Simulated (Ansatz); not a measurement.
**BeGa17N18: geometry relaxation (part 4 of 4)**

BeGa17N18 (defect cell, 36 atoms in the cell); DFT LDA, scalar-relativistic, plane waves, PAW, spin-polarised (Ansatz 0.2.0); cutoff 420 eV, 2×2×2 k-mesh, Gaussian smearing of 0.01 eV, collinear spins. The structure derives from a Materials Project entry. It belongs to a series of runs on one base structure; here: Be on a Ga site (b), charge +0, atoms relaxed at the host's cell.

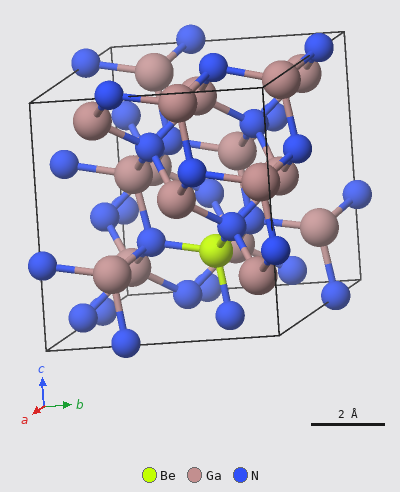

Fig. 1: The geometry at step 3 of the log (ball-and-stick view of the cell of the calculation, seen slightly off an axis).

File populations.tsv, continued
```
9	Ga	2_3D	-	4.987741	4.987741
10	Ga	0_4S	-	0.413569	0.413569
10	Ga	1_4P	-	0.729022	0.729022
10	Ga	2_3D	-	4.987453	4.987453
11	Ga	0_4S	-	0.417358	0.417358
11	Ga	1_4P	-	0.733678	0.733678
11	Ga	2_3D	-	4.987739	4.987739
12	Ga	0_4S	-	0.413578	0.413578
12	Ga	1_4P	-	0.729020	0.729020
12	Ga	2_3D	-	4.987454	4.987454
13	Ga	0_4S	-	0.416600	0.416600
13	Ga	1_4P	-	0.733044	0.733044
13	Ga	2_3D	-	4.987578	4.987578
14	Ga	0_4S	-	0.417349	0.417349
14	Ga	1_4P	-	0.733673	0.733673
14	Ga	2_3D	-	4.987738	4.987738
15	Ga	0_4S	-	0.416561	0.416561
15	Ga	1_4P	-	0.733082	0.733082
15	Ga	2_3D	-	4.987567	4.987567
16	Ga	0_4S	-	0.413598	0.413598
16	Ga	1_4P	-	0.728999	0.728999
16	Ga	2_3D	-	4.987460	4.987460
17	Ga	0_4S	-	0.416599	0.416599
17	Ga	1_4P	-	0.733044	0.733044
17	Ga	2_3D	-	4.987577	4.987577
18	N	0_2S	-	0.725948	0.725948
18	N	1_2P	-	2.208062	2.208063
19	N	0_2S	-	0.695174	0.695174
19	N	1_2P	-	2.149486	2.149487
20	N	0_2S	-	0.695237	0.695237
20	N	1_2P	-	2.149398	2.149398
21	N	0_2S	-	0.695184	0.695184
21	N	1_2P	-	2.149475	2.149475
22	N	0_2S	-	0.695184	0.695184
22	N	1_2P	-	2.149480	2.149480
23	N	0_2S	-	0.695239	0.695239
23	N	1_2P	-	2.149397	2.149397
24	N	0_2S	-	0.692739	0.692739
24	N	1_2P	-	2.152238	2.152238
25	N	0_2S	-	0.693099	0.693099
25	N	1_2P	-	2.153080	2.153080
26	N	0_2S	-	0.695174	0.695174
26	N	1_2P	-	2.149492	2.149492
27	N	0_2S	-	0.728032	0.728032
27	N	1_2P	-	2.198038	2.198038
28	N	0_2S	-	0.700734	0.700734
28	N	1_2P	-	2.142951	2.142950
29	N	0_2S	-	0.728047	0.728047
29	N	1_2P	-	2.198068	2.198068
30	N	0_2S	-	0.700719	0.700719
30	N	1_2P	-	2.142968	2.142968
31	N	0_2S	-	0.693384	0.693384
31	N	1_2P	-	2.151749	2.151749
32	N	0_2S	-	0.728049	0.728049
32	N	1_2P	-	2.198110	2.198110
33	N	0_2S	-	0.693419	0.693419
33	N	1_2P	-	2.151699	2.151699
34	N	0_2S	-	0.700657	0.700657
34	N	1_2P	-	2.143064	2.143064
35	N	0_2S	-	0.693367	0.693367
35	N	1_2P	-	2.151773	2.151773
```

Trajectory as extended XYZ (Å, eV, eV/Å), 5 frames, from step=1 to step=5
```
36
Lattice="-4.7277 -2.7295 5.1385 4.7277 -2.7295 5.1385 0.0000 5.4591 5.1385" Properties=species:S:1:pos:R:3:forces:R:3 step=1 energy=-69856.71762
Be    0.0658   -1.8926    7.7847    0.5315  -0.0557  -0.1863
Ga   -1.5759    0.9098    7.7041    0.0298  -0.4221  -0.1873
Ga    3.1518   -1.8197    7.7041   -0.5115   0.1533  -0.0068
Ga   -3.1518   -1.8197    7.7041    0.2650   0.0635  -0.0984
Ga    1.5759    0.9098    7.7041   -0.1250  -0.7243  -0.1287
Ga    1.5759    0.9098   12.8426    0.0507   0.0044   0.2064
Ga    0.0000    3.6394    7.7041   -0.0332   0.0021   0.0862
Ga    0.0000   -1.8197   12.8426    0.1027  -0.0025  -0.1193
Ga   -1.5759    0.9098   12.8426    0.4358   0.2931  -0.0234
Ga   -1.5759   -0.9098   10.2734    0.9406  -0.4446  -0.3574
Ga   -3.1518    1.8197   10.2734    0.0135   0.1590  -0.0061
Ga    1.5759   -0.9098   10.2734    1.0862   0.5756   0.4081
Ga    0.0000    1.8197    5.1349   -0.1185  -0.0838   0.0147
Ga    0.0000    1.8197   10.2734    0.0716   0.1334   0.6756
Ga    0.0000   -3.6394   10.2734    0.2282   0.0474  -0.0739
Ga   -1.5759   -0.9098    5.1349   -0.0218   0.0008  -0.4161
Ga    3.1518    1.8197   10.2734   -0.0919   0.0374   0.0649
Ga    1.5759   -0.9098    5.1349   -0.1528  -0.1177   0.1585
N     0.1723   -1.8556    9.6666   -3.2523  -0.1090  -2.1640
N    -1.5759    0.9098    9.6383    0.0257  -0.1302  -0.0779
N    -1.5759    0.9098    4.4998    0.4494   0.1539  -0.2337
N     1.5759    0.9098    4.4998    0.1990   0.0689  -0.1738
N     1.5759    0.9098    9.6383    0.1358   0.1195  -0.1181
N    -3.1518   -1.8197    4.4998    0.0646  -0.4070  -0.1450
N     0.0000   -1.8197    4.4998   -0.0031  -0.0551  -0.3392
N     0.0000    3.6394    4.4998    0.0137  -0.0113  -0.0053
N     3.1518   -1.8197    4.4998    0.0372  -0.0325  -0.1083
N    -1.6779   -0.8647    6.9769    1.2619  -0.5122   1.8739
N    -3.1518    1.8197    7.0690    0.0623   0.1351   0.1714
N     1.5762   -0.9171    7.0206   -0.8928  -0.3873   1.3142
N     0.0000    1.8197    1.9305   -0.1973  -0.0613   0.0920
N     0.0000    1.8197    7.0690    0.0101   0.1026  -0.0306
N     0.0284   -3.6803    7.0836   -0.6706   1.6986   0.0712
N    -1.5759   -0.9098    1.9305    0.1580  -0.0685  -0.0606
N     3.1518    1.8197    7.0690   -0.0425  -0.0357  -0.0603
N     1.5759   -0.9098    1.9305   -0.0599  -0.0881  -0.0167
36
Lattice="-4.7277 -2.7295 5.1385 4.7277 -2.7295 5.1385 0.0000 5.4591 5.1385" Properties=species:S:1:pos:R:3:forces:R:3 step=2 energy=-69857.58142
Be    0.0839   -1.8728    7.7465   -0.2809   0.2338  -0.0953
Ga   -1.5676    0.8889    7.6996    0.0612  -0.1958  -0.0771
Ga    3.1350   -1.8203    7.7084   -0.1943   0.0202  -0.0453
Ga   -3.1258   -1.8184    7.7002    0.1120  -0.0205  -0.0215
Ga    1.5712    0.8871    7.7072   -0.1577  -0.2725  -0.0353
Ga    1.5540    0.9301   12.8391    0.2196  -0.0543   0.1033
Ga    0.0005    3.6372    7.7034   -0.0261   0.0204   0.1380
Ga    0.0064   -1.8222   12.8250    0.0047  -0.0142   0.0558
Ga   -1.5558    0.9281   12.8413    0.0520   0.1952   0.0554
Ga   -1.5736   -0.9104   10.2640    0.6698  -0.3781  -0.4233
Ga   -3.1467    1.8198   10.2684    0.0162   0.0509   0.0361
Ga    1.5354   -0.9349   10.2407    0.8055   0.3785   0.2923
Ga    0.0032    1.8135    5.1301   -0.0521  -0.0373   0.0349
Ga    0.0046    1.8340   10.3042    0.0247   0.0703   0.2499
Ga    0.0008   -3.6149   10.2458    0.1067  -0.0834   0.0102
Ga   -1.5662   -0.9159    5.1861    0.0318  -0.0334  -0.3701
Ga    3.1520    1.8194   10.2708   -0.0178  -0.0112   0.0418
Ga    1.5655   -0.9198    5.1769   -0.0469  -0.0473  -0.1499
N     0.0696   -1.8333    9.5587   -1.5014  -0.0168  -0.6893
N    -1.5623    0.9127    9.6374   -0.1101   0.0119   0.0316
N    -1.5743    0.9007    4.5045    0.1001   0.0875  -0.0612
N     1.5831    0.8958    4.4985   -0.0716   0.1054   0.0236
N     1.5713    0.9076    9.6430    0.0704   0.0807  -0.0504
N    -3.1414   -1.8192    4.5006   -0.0491  -0.1110  -0.0369
N    -0.0025   -1.8176    4.4974    0.0381  -0.0285  -0.1863
N     0.0031    3.6367    4.4887    0.0030   0.0050   0.0090
N     3.1469   -1.8141    4.5021    0.0097  -0.1058  -0.0407
N    -1.5592   -0.9273    7.0658    0.7061  -0.2580   0.7988
N    -3.1447    1.8270    7.0542   -0.0906  -0.0581   0.0558
N     1.5314   -0.9434    7.0757   -0.4058  -0.2776   0.6598
N    -0.0009    1.8089    1.9183   -0.0002   0.0998   0.0352
N     0.0035    1.8154    7.0668    0.0273   0.0866  -0.0678
N     0.0139   -3.5872    7.1057   -0.2026   0.6953  -0.0507
N    -1.5772   -0.9123    1.9294    0.1053  -0.0360  -0.0883
N     3.1471    1.8223    7.0664    0.1078  -0.0434  -0.0546
N     1.5804   -0.9132    1.9285   -0.0651  -0.0583  -0.0872
36
Lattice="-4.7277 -2.7295 5.1385 4.7277 -2.7295 5.1385 0.0000 5.4591 5.1385" Properties=species:S:1:pos:R:3:forces:R:3 step=3 energy=-69857.80757
Be    0.0058   -1.8236    7.7283   -0.0052   0.0065   0.0181
Ga   -1.5539    0.8733    7.7011   -0.0127  -0.0038   0.0084
Ga    3.1175   -1.8208    7.7031    0.0204   0.0174  -0.0343
Ga   -3.1088   -1.8215    7.7023   -0.0168   0.0213  -0.0121
Ga    1.5637    0.8726    7.7018    0.0356   0.0046  -0.0206
Ga    1.5594    0.9380   12.8407   -0.0098  -0.0044  -0.0284
Ga    0.0033    3.6364    7.7088    0.0207  -0.0020  -0.0301
Ga    0.0079   -1.8239   12.8297   -0.0455   0.0072  -0.0094
Ga   -1.5504    0.9386   12.8399    0.0206  -0.0298  -0.0247
Ga   -1.5433   -0.9292   10.2364   -0.0006   0.0092   0.0571
Ga   -3.1447    1.8195   10.2707   -0.0103  -0.0313  -0.0076
Ga    1.5513   -0.9285   10.2376    0.0087   0.0099   0.0440
Ga    0.0034    1.8125    5.1317    0.0212   0.0304  -0.0081
Ga    0.0056    1.8394   10.3214   -0.0099  -0.0092   0.0304
Ga    0.0032   -3.6107   10.2366   -0.0052   0.0094   0.0580
Ga   -1.5541   -0.9231    5.1834   -0.0015  -0.0009   0.0342
Ga    3.1546    1.8172   10.2699   -0.0010   0.0095  -0.0131
Ga    1.5610   -0.9243    5.1841    0.0110   0.0019   0.0143
N     0.0056   -1.8224    9.5294   -0.0198  -0.0133  -0.1592
N    -1.5634    0.9145    9.6422   -0.0048  -0.0062  -0.0240
N    -1.5709    0.8985    4.5031    0.0032  -0.0260   0.0046
N     1.5783    0.8961    4.5038   -0.0024   0.0079  -0.0150
N     1.5731    0.9137    9.6409   -0.0021  -0.0011  -0.0006
N    -3.1399   -1.8195    4.5021    0.0257   0.0086   0.0111
N     0.0035   -1.8215    4.4875   -0.0034  -0.0046  -0.0069
N     0.0047    3.6362    4.4896    0.0156  -0.0085   0.0338
N     3.1459   -1.8199    4.5016    0.0028  -0.0016   0.0145
N    -1.4855   -0.9622    7.1109    0.0859  -0.0541   0.0152
N    -3.1421    1.8201    7.0559    0.0023  -0.0143   0.0015
N     1.4957   -0.9623    7.1094   -0.1018  -0.0555   0.0458
N     0.0041    1.8105    1.9178    0.0118   0.0042  -0.0032
N     0.0055    1.8182    7.0633   -0.0126   0.0304  -0.0146
N     0.0056   -3.5439    7.1093   -0.0102   0.1087   0.0396
N    -1.5701   -0.9140    1.9245    0.0187  -0.0084  -0.0094
N     3.1535    1.8185    7.0554    0.0056  -0.0049   0.0103
N     1.5794   -0.9144    1.9252   -0.0366  -0.0062  -0.0193
36
Lattice="-4.7277 -2.7295 5.1385 4.7277 -2.7295 5.1385 0.0000 5.4591 5.1385" Properties=species:S:1:pos:R:3:forces:R:3 step=4 energy=-69857.81048
Be    0.0046   -1.8229    7.7300   -0.0019   0.0020   0.0037
Ga   -1.5540    0.8718    7.7008    0.0114  -0.0035  -0.0044
Ga    3.1173   -1.8200    7.7007   -0.0049  -0.0136   0.0034
Ga   -3.1083   -1.8203    7.7008    0.0101  -0.0070  -0.0022
Ga    1.5636    0.8719    7.7008   -0.0177  -0.0042   0.0004
Ga    1.5585    0.9391   12.8390    0.0105   0.0107   0.0044
Ga    0.0047    3.6363    7.7061   -0.0027   0.0002   0.0007
Ga    0.0046   -1.8229   12.8307    0.0061  -0.0010   0.0108
Ga   -1.5496    0.9389   12.8393   -0.0042   0.0168   0.0016
Ga   -1.5425   -0.9295   10.2399    0.0015  -0.0015  -0.0108
Ga   -3.1444    1.8179   10.2684    0.0003   0.0068   0.0054
Ga    1.5512   -0.9295   10.2395    0.0056  -0.0037  -0.0030
Ga    0.0048    1.8135    5.1298   -0.0049  -0.0038   0.0078
Ga    0.0046    1.8392   10.3244   -0.0016   0.0134  -0.0011
Ga    0.0042   -3.6091   10.2396    0.0072  -0.0007  -0.0056
Ga   -1.5519   -0.9242    5.1858    0.0085  -0.0043  -0.0013
Ga    3.1539    1.8180   10.2681   -0.0013   0.0003   0.0128
Ga    1.5609   -0.9242    5.1859   -0.0127  -0.0044   0.0001
N     0.0044   -1.8229    9.5227   -0.0019   0.0015  -0.0220
N    -1.5629    0.9132    9.6410   -0.0019  -0.0049   0.0072
N    -1.5701    0.8962    4.5029   -0.0007   0.0090  -0.0028
N     1.5792    0.8963    4.5027    0.0021   0.0035   0.0036
N     1.5720    0.9132    9.6414    0.0059  -0.0032  -0.0017
N    -3.1375   -1.8187    4.5028   -0.0091  -0.0036  -0.0006
N     0.0044   -1.8227    4.4858    0.0039  -0.0017   0.0019
N     0.0049    3.6362    4.4912   -0.0041   0.0012  -0.0119
N     3.1465   -1.8187    4.5029    0.0052  -0.0039  -0.0028
N    -1.4801   -0.9656    7.1121    0.0078  -0.0056   0.0099
N    -3.1432    1.8187    7.0570   -0.0106  -0.0019  -0.0018
N     1.4891   -0.9656    7.1124   -0.0070  -0.0031   0.0047
N     0.0048    1.8121    1.9185   -0.0043   0.0080  -0.0005
N     0.0046    1.8191    7.0612    0.0034  -0.0005  -0.0017
N     0.0045   -3.5369    7.1125   -0.0025   0.0066   0.0034
N    -1.5691   -0.9142    1.9228   -0.0024   0.0016  -0.0048
N     3.1527    1.8188    7.0572    0.0046  -0.0028  -0.0018
N     1.5784   -0.9141    1.9227    0.0021  -0.0029  -0.0011
36
Lattice="-4.7277 -2.7295 5.1385 4.7277 -2.7295 5.1385 0.0000 5.4591 5.1385" Properties=species:S:1:pos:R:3:forces:R:3 step=5 energy=-69857.81048
Be    0.0046   -1.8229    7.7300   -0.0019   0.0020   0.0040
Ga   -1.5540    0.8718    7.7008    0.0114  -0.0036  -0.0042
Ga    3.1173   -1.8200    7.7007   -0.0049  -0.0136   0.0036
Ga   -3.1083   -1.8203    7.7008    0.0101  -0.0070  -0.0019
Ga    1.5636    0.8719    7.7008   -0.0176  -0.0042   0.0006
Ga    1.5585    0.9391   12.8390    0.0104   0.0107   0.0046
Ga    0.0047    3.6363    7.7061   -0.0027   0.0001   0.0009
Ga    0.0046   -1.8229   12.8307    0.0060  -0.0010   0.0111
Ga   -1.5496    0.9389   12.8393   -0.0042   0.0168   0.0019
Ga   -1.5425   -0.9295   10.2399    0.0016  -0.0015  -0.0110
Ga   -3.1444    1.8179   10.2684    0.0002   0.0066   0.0050
Ga    1.5512   -0.9295   10.2395    0.0055  -0.0038  -0.0033
Ga    0.0048    1.8135    5.1298   -0.0049  -0.0036   0.0075
Ga    0.0046    1.8392   10.3244   -0.0016   0.0133  -0.0013
Ga    0.0042   -3.6091   10.2396    0.0071  -0.0006  -0.0058
Ga   -1.5519   -0.9242    5.1858    0.0086  -0.0042  -0.0014
Ga    3.1539    1.8180   10.2681   -0.0012   0.0002   0.0125
Ga    1.5609   -0.9242    5.1859   -0.0126  -0.0044  -0.0001
N     0.0044   -1.8229    9.5227   -0.0019   0.0015  -0.0219
N    -1.5629    0.9132    9.6410   -0.0019  -0.0049   0.0072
N    -1.5701    0.8962    4.5029   -0.0007   0.0090  -0.0028
N     1.5792    0.8963    4.5027    0.0021   0.0036   0.0036
N     1.5720    0.9132    9.6414    0.0059  -0.0032  -0.0017
N    -3.1375   -1.8187    4.5028   -0.0091  -0.0036  -0.0006
N     0.0044   -1.8227    4.4858    0.0039  -0.0017   0.0019
N     0.0049    3.6362    4.4912   -0.0041   0.0012  -0.0119
N     3.1465   -1.8187    4.5029    0.0052  -0.0040  -0.0028
N    -1.4801   -0.9656    7.1121    0.0079  -0.0056   0.0100
N    -3.1432    1.8187    7.0570   -0.0106  -0.0019  -0.0018
N     1.4891   -0.9656    7.1124   -0.0071  -0.0031   0.0047
N     0.0048    1.8121    1.9185   -0.0043   0.0080  -0.0005
N     0.0046    1.8191    7.0612    0.0034  -0.0005  -0.0017
N     0.0045   -3.5369    7.1125   -0.0025   0.0067   0.0034
N    -1.5691   -0.9142    1.9228   -0.0024   0.0016  -0.0048
N     3.1527    1.8188    7.0572    0.0046  -0.0028  -0.0018
N     1.5784   -0.9141    1.9227    0.0021  -0.0029  -0.0010
```

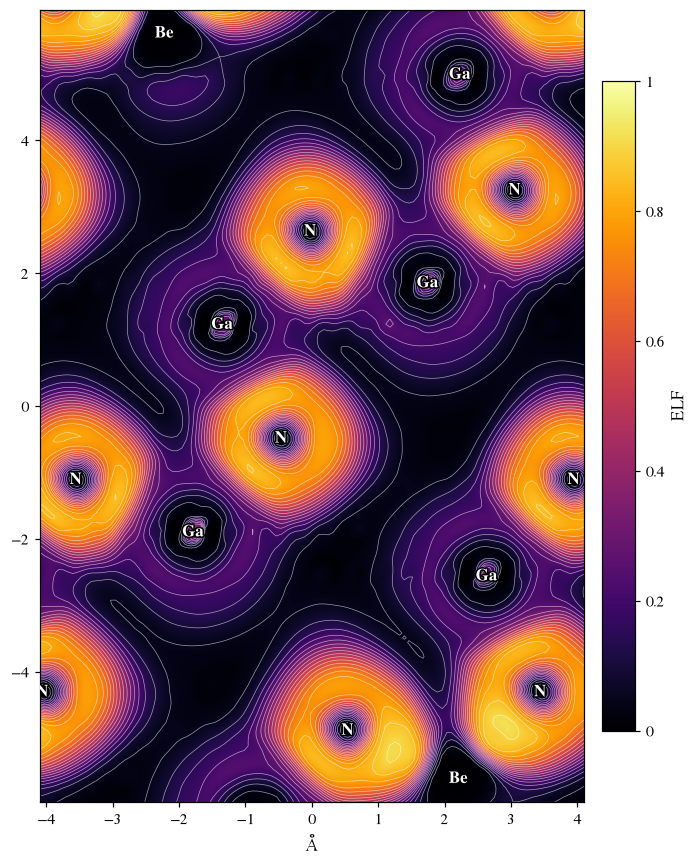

Fig. 2: Electron localisation function on the (011̄) plane of the calculation cell. The section cuts through Be, Ga and N sites. Ga–N (1.92 Å): the ELF is about 0.50 at the midpoint. Ga–N (1.94 Å): the ELF is about 0.50 at the midpoint. In a PAW calculation such maps are meaningful between the atoms, not at the nuclei.

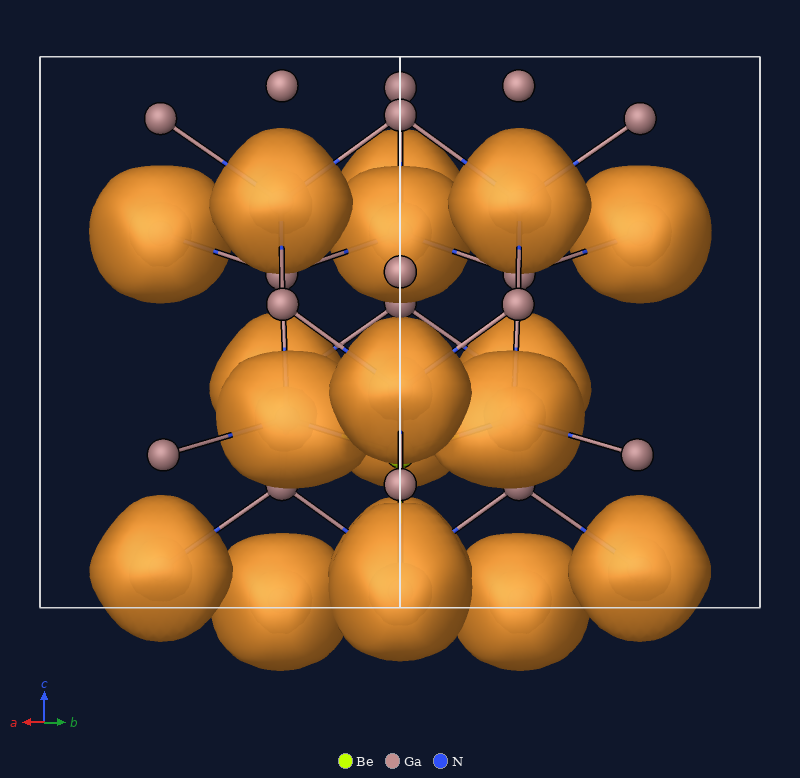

Fig. 3: Isosurface of the ELF at 0.65 (orange), seen along [110]. Only the valence region is drawn (cores and ρ < 0.01 e/Å³ removed). Sticks mark near contacts. The outline is the calculation cell. Along the contacts the grid gives the following. Be–N (1.79 Å): the ELF peaks at about 0.90 between the atoms (a shared but strongly polarised pair). Ga–N (1.92 Å): the ELF is about 0.50 at the midpoint.
